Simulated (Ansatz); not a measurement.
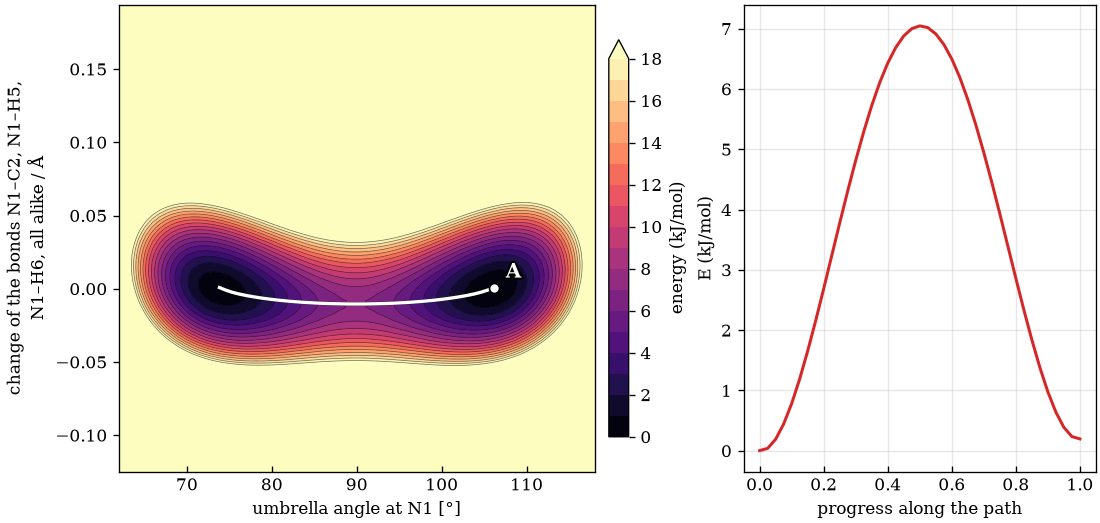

CH₂NO₂, SMILES NC(=O)[O-], charge −1. 
- The first coordinate is: umbrella angle at N1 (between each of its bonds and their common axis; 90 is planar); the second: change of the bonds N1–C2, N1–H5, N1–H6, all alike.
- Nothing is relaxed (all other coordinates rigid).
- The scan uses a 15 × 15 grid.
- Points are written as (first, second).
- Energies: kJ/mol, counted from the relaxed molecule at the same level.
- Level of theory: Ansatz, RHF/def2-TZVPD.

In the figure: filled contours, a line along the lowest path, one colour for all values above the top of the scale, the energy along the path at the right, the start A. Between grid points the surface is interpolated.

**Describe the path and its barrier.**

The easiest path leads from the well at about (106°, 0.00 Å) to the well at about (74°, 0.00 Å), about 0.19 kJ/mol higher. Its highest point lies about 7 kJ/mol above the bottom of the first well on the interpolated surface, at (90°, −0.011 Å). The start is the relaxed structure and all else is held, so a fully relaxed path at this level can only be lower.
